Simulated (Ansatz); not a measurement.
**AlPNH4OF (SMILES [NH2][Al]([F])[PH]O): B3LYP/6-31G(d) (Cartesian functions)**

What is the vertical ionisation energy of AlPNH4OF at B3LYP/6-31G* (Cartesian functions)? 

The results are computed with Ansatz 0.2.0.

147 further runs of the same task are left out: 147 set aside as unsound or not needed.

**1. The molecule**

The species is AlPNH4OF (9 atoms), meant as a singlet with charge 0. SMILES: `[NH2][Al]([F])[PH]O`. The coordinates come from a PBE0-D4/def2-TZVP relaxation. This is one conformer, not always the lowest.

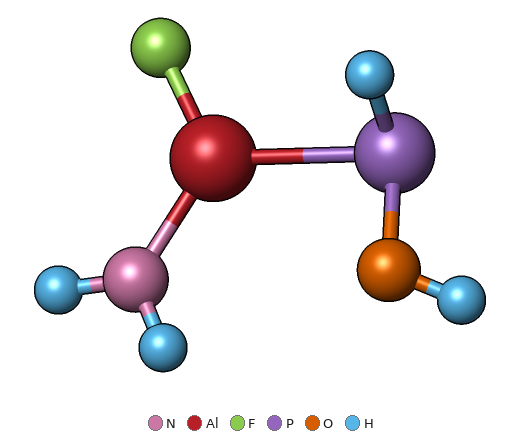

Viewed from a chosen angle; nitrogen pink, aluminium red, fluorine green, phosphorus purple, oxygen orange, hydrogen blue.

**2. The energy at B3LYP/6-31G(d) (Cartesian functions)**

Contents of job.yaml:

```yaml
basis:
  gaussian:
    orbitals: "6-31G*"
crystal:
  periodic: [false, false, false]
  atoms:
    - {symbol: "N", position_ang: [1.489200, 1.004600, -0.185800]}
    - {symbol: Al, position_ang: [0.882400, -0.572900, 0.285200]}
    - {symbol: F, position_ang: [1.905300, -1.677400, 0.966000]}
    - {symbol: P, position_ang: [-1.322700, -1.196100, -0.158400]}
    - {symbol: O, position_ang: [-1.889900, 0.351100, -0.471500]}
    - {symbol: H, position_ang: [0.893900, 1.722700, -0.565900]}
    - {symbol: H, position_ang: [2.431700, 1.338900, -0.072400]}
    - {symbol: H, position_ang: [-1.643200, -1.310200, 1.230300]}
    - {symbol: H, position_ang: [-2.658100, 0.293000, -1.044600]}
hamiltonian:
  xc: {name: B3LYP}
output: {orbitals: {seedname: orbitals}}
accuracy: high
```

Launch:

```
$ ansatz run job.yaml --threads 1 --pin off --max-ram 3480MiB --events-out events.jsonl --progress --plain --runs-dir runs
```

What it wrote:

```text
Warning: RAYON_NUM_THREADS=1 ignored (pool sized by the plan → 1); use --threads N
Functional definition: B3LYP
  name "B3LYP"
  parameter a0 = 0.2
  parameter ax = 0.72
  parameter ac = 0.81
  exchange = (1 - a0 - ax)*slater_x + ax*b88_x + a0*exact_x
  correlation = (1 - ac)*vwn_rpa_c + ac*lyp_c
1936 factors; integrals over basis functions are off by at most 6.4e-9 eV
mean field evaluation 1: about -22195.9803 eV, gradient 8.1e1 eV
mean field evaluation 2: about -22165.4268 eV, gradient 1.4e2 eV
mean field evaluation 4: about -22207.4822 eV, gradient 9.7e0 eV
mean field evaluation 8: about -22207.7759 eV, gradient 7.0e-1 eV
mean field evaluation 16: about -22207.7774 eV, gradient 3.8e-5 eV
mean field -22207.77740367 eV, -816.1207666126 hartree, gradient 3.5e-8 eV, S^2 0.000000; 0 other end points of the search recorded, 0 dependent functions left out
reference -22207.77744580 eV, -816.1207681609 hartree; 28, 28 occupied and 63, 63 virtual orbitals, 1936 factors
Total energy: -22207.77744580 eV, -816.1207681609 hartree
```

Run time: 11 s. Hardware: 1 thread of Arm Neoverse V1, shared host; peak memory 0.32 GiB.

**3. The doublet cation at the same level**

Contents of in.yaml:

```yaml
crystal:
  periodic: [false, false, false]
  atoms:
    - symbol: "N"
      position_ang: [1.489200, 1.004600, -0.185800]
    - symbol: Al
      position_ang: [0.882400, -0.572900, 0.285200]
    - symbol: F
      position_ang: [1.905300, -1.677400, 0.966000]
    - symbol: P
      position_ang: [-1.322700, -1.196100, -0.158400]
    - symbol: O
      position_ang: [-1.889900, 0.351100, -0.471500]
    - symbol: H
      position_ang: [0.893900, 1.722700, -0.565900]
    - symbol: H
      position_ang: [2.431700, 1.338900, -0.072400]
    - symbol: H
      position_ang: [-1.643200, -1.310200, 1.230300]
    - symbol: H
      position_ang: [-2.658100, 0.293000, -1.044600]
basis:
  gaussian: {orbitals: "6-31G*"}
hamiltonian: {xc: {name: B3LYP}}
output: {orbitals: {seedname: orbitals}}
magnetization: {spin_polarized: true, initial_magnetization: 1}
total_charge: 1
accuracy: high
```

Launch:

```
$ ansatz run in.yaml --threads 1 --pin off --max-ram 3480MiB --events-out events.jsonl --progress --plain --runs-dir runs
```

What it wrote:

```text
Warning: RAYON_NUM_THREADS=1 ignored (pool sized by the plan → 1); use --threads N
[... 7 set-up lines as earlier in the session ...]
1933 factors; integrals over basis functions are off by at most 6.4e-9 eV
mean field evaluation 1: about -22175.6858 eV, gradient 8.0e1 eV
mean field evaluation 2: about -22054.5582 eV, gradient 1.7e2 eV
mean field evaluation 4: about -22192.6756 eV, gradient 2.9e1 eV
mean field evaluation 8: about -22198.7954 eV, gradient 1.1e0 eV
mean field evaluation 16: about -22198.9499 eV, gradient 1.7e-2 eV
mean field evaluation 32: about -22198.9499 eV, gradient 1.6e-7 eV
mean field -22198.94987923 eV, -815.7963610730 hartree, gradient 9.1e-8 eV, S^2 0.760941; 3 other end points of the search recorded, 0 dependent functions left out
reference -22198.94992141 eV, -815.7963626230 hartree; 28, 27 occupied and 63, 64 virtual orbitals, 1933 factors
Total energy: -22198.94992141 eV, -815.7963626230 hartree
```

Wall time 36 s (1 thread of Arm Neoverse V1, shared host); peak memory 0.48 GiB.

**4. What came out**

At B3LYP/6-31G* (Cartesian functions):

| quantity | value |
| --- | --- |
| singlet AlPNH4OF: total energy | -816.12077 Eh |
| singlet AlPNH4OF: HOMO energy | -6.46 eV |
| singlet AlPNH4OF: LUMO energy | -0.61 eV |
| singlet AlPNH4OF: HOMO–LUMO gap | 5.85 eV |
| doublet cation: total energy | -815.79636 Eh |
| doublet cation: HOMO energy (highest over α and β) | -12.24 eV |
| doublet cation: LUMO energy (lowest over α and β) | -11.10 eV |
| doublet cation: ⟨S²⟩ | 0.761 |
| vertical ionisation energy (to the doublet cation) | 8.828 eV |

The vertical ionisation energy comes to 8.83 eV (852 kJ/mol). −ε(HOMO) before ionisation, 6.46 eV, is 2.37 eV below this ionisation energy.
